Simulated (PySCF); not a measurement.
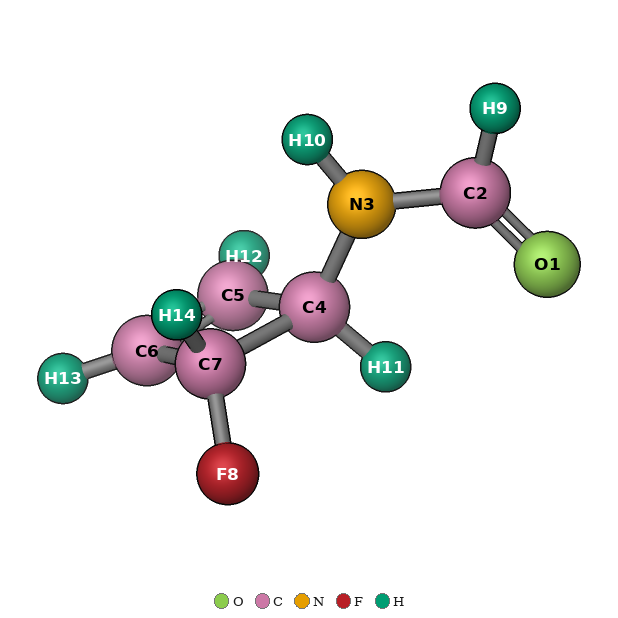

Computed geometry: GFN2-xTB optimisation. No frequency run is at hand to confirm it as a minimum. Method: B3LYP/pcJ-1 indirect spin-spin coupling, non-relativistic, gas phase (PySCF 2.14.0). Isotopes: 13C, 19F, 1H, 15N, 17O.

Give the spin–spin coupling constants of these pairs, with the number of bonds between them: C2/N3, N3/C4, N3/H10, C7/F8, N3/H9, C4/F8, C6/F8, F8/H14, N3/H14, N3/C6, F8/H11, F8/H13.

| pair | bonds apart | J (Hz) |
| --- | --- | --- |
| C2, N3 | 1 | −15.0 |
| N3, C4 | 1 | −10.9 |
| N3, H10 | 1 | −94.8 |
| C7, F8 | 1 | −285.5 |
| N3, H9 | 2 | −19.0 |
| C4, F8 | 2 | 21.1 |
| C6, F8 | 2 | 17.6 |
| F8, H14 | 2 | 61.2 |
| N3, H14 | 3 | −0.9 |
| N3, C6 | 3 | −3.1 |
| F8, H11 | 3 | 5.2 |
| F8, H13 | 3 | 0.7 |

Density functionals are unreliable for couplings to fluorine, so those rows may be far off.
